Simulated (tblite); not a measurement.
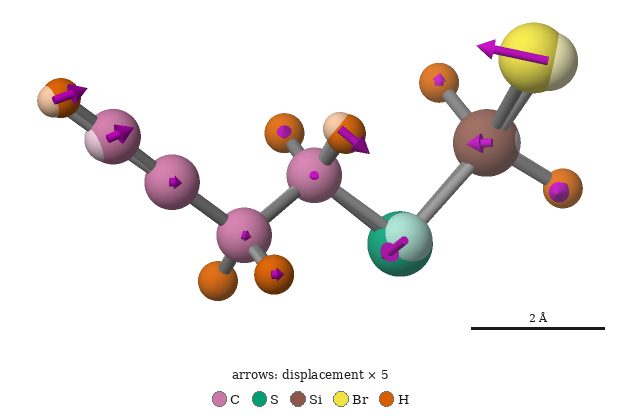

This is a relaxation of C4H7BrSSi. The starting structure is drawn faded, the final one solid; purple arrows show the displacements, magnified 5 times. The two geometries are superimposed by the best rigid fit.

Style: ball-and-stick. Shown at a tilt.

Theory: tblite, GFN2-xTB geometry optimisation, gas phase. 

> What did the optimiser do to the structure, and how much energy did it gain?

Over 51 geometry steps the energy falls by 10.1 kJ/mol. The Br atom moves most after the best rigid fit: 0.22 Å. By element the largest moves are Br 0.22 Å, H 0.18 Å, S 0.15 Å, C 0.09 Å, Si 0.08 Å. Some distances before and after: H–Si 1.478 → 1.443 Å, C–H 1.069 → 1.049 Å, C–S 1.817 → 1.837 Å, C–H 1.109 → 1.091 Å. Among the angles between lasting bonds that change: H–Si–H 110.5° → 117.1°, Br–Si–H 109.5° → 104.7°, S–Si–H 109.9° → 106.2°.
